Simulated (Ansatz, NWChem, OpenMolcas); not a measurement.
# A ladder of methods for HF (hydrogen fluoride)

HF: 2 atoms, total charge 0, spin state singlet. SMILES: `F`. The coordinates come from a PBE0-D4/def2-TZVP relaxation.

```xyz
2

F    -0.3900    0.1446   -0.1964
H     0.3900   -0.1446    0.1964
```

Quantity: the atomisation enthalpy at 298 K, in kJ/mol. The values are calculated. The thermal term (zero-point and 298 K enthalpy, harmonic and unscaled) is that of PBE0-D4/def2-TZVP; the spin-orbit lowering of the free atoms at 298 K, 1.3 kJ/mol by their spectra, is taken off.

Measured value to compare with: Active Thermochemical Tables gives the atomisation enthalpy at 298 K of the gas as 570 kJ/mol.

| level | kind | program | value (kJ/mol) | computed − measured | CPU time (all runs) |
| --- | --- | --- | --- | --- | --- |
| HF/cc-pVTZ | Hartree–Fock | NWChem | 378 | -192 | 4 s |
| BLYP/cc-pVTZ | GGA | NWChem | 557 | -13 | 6.6 s |
| PBE/cc-pVTZ | GGA | NWChem | 562 | -8 | 7.4 s |
| TPSS/cc-pVTZ | meta-GGA | OpenMolcas | 551 | -19 | 12 s |
| B3LYP/cc-pVTZ | global hybrid | Ansatz | 551 | -19 | 1.2 s |
| HSE06/cc-pVTZ | range-separated hybrid | Ansatz | 543 | -27 | 1.6 s |
| wB97M-V/cc-pVTZ | range-separated hybrid | Ansatz | 554 | -16 | 7.2 s |
| B2PLYP/cc-pVTZ | double hybrid | NWChem | 551 | -19 | 5 s |
| MP3/cc-pVTZ | perturbation theory | NWChem | 541 | -29 | 4.9 s |
| CCSDT(Q)/cc-pVTZ | coupled cluster or CI | Ansatz | 550 | -20 | 12 s |

Nearest: PBE/cc-pVTZ (-8 kJ/mol); farthest: HF/cc-pVTZ (-192 kJ/mol). Computed less measured by kind, in kJ/mol (cc-pVTZ rows): Hartree–Fock -192; GGA -13 to -8; meta-GGA -19; global hybrid -19; range-separated hybrid -27 to -16; double hybrid -19; perturbation theory -29; coupled cluster or CI -20. In a finite basis correlated wave-function methods underbind, so their errors here aren't those of the basis-set limit. CPU times are rough (shared hosts, several kinds of processor): they show what a rung costs within a factor of a few.

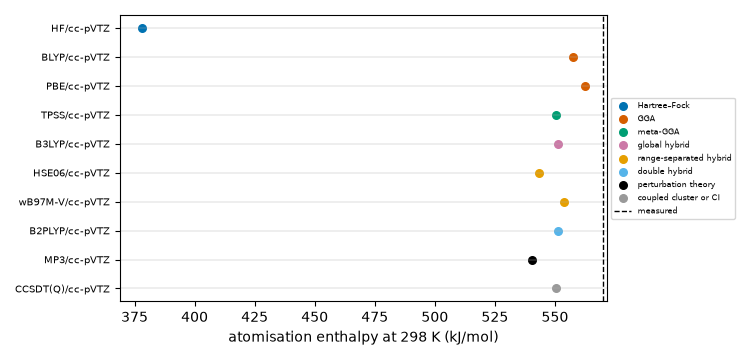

The values of the table, level by level.
